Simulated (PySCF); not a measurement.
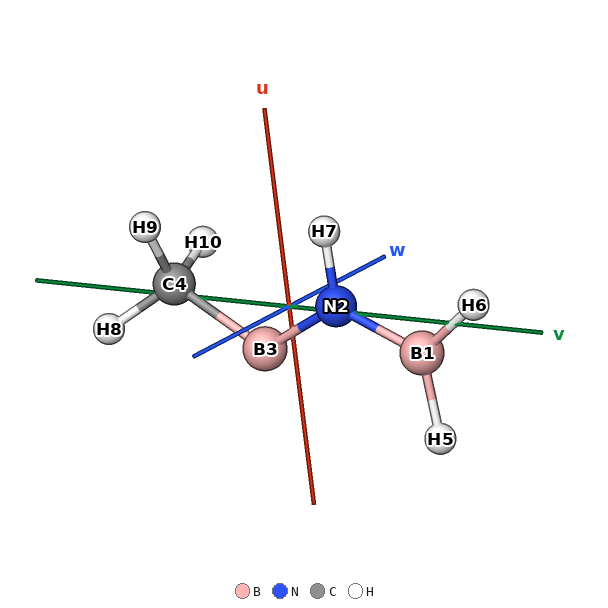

The lines u, v and w are the principal axes of the g tensor. State: neutral, doublet. Computed geometry: GFN2-xTB optimisation. No frequency run is at hand to confirm it as a minimum. Method: UKS B3LYP, pcH-1 on B C H N, non-relativistic, mean-field spin-orbit, GIAO (PySCF 2.14.0).

Question. Along which axis does g lie farthest from the free-electron value?

Answer. Along v (close to the long direction B1···C4): the shift is −947 ppm.

Give the principal values and shifts.

| axis | g | shift (ppm) |
| --- | --- | --- |
| u | 2.00214 | −178 |
| v | 2.00137 | −947 |
| w | 2.00239 | 68 |

The geometry is semi-empirical. Around B such bond lengths and angles can be off by a tenth of an ångström or more and by several degrees, and values that hang on the shape move with them.
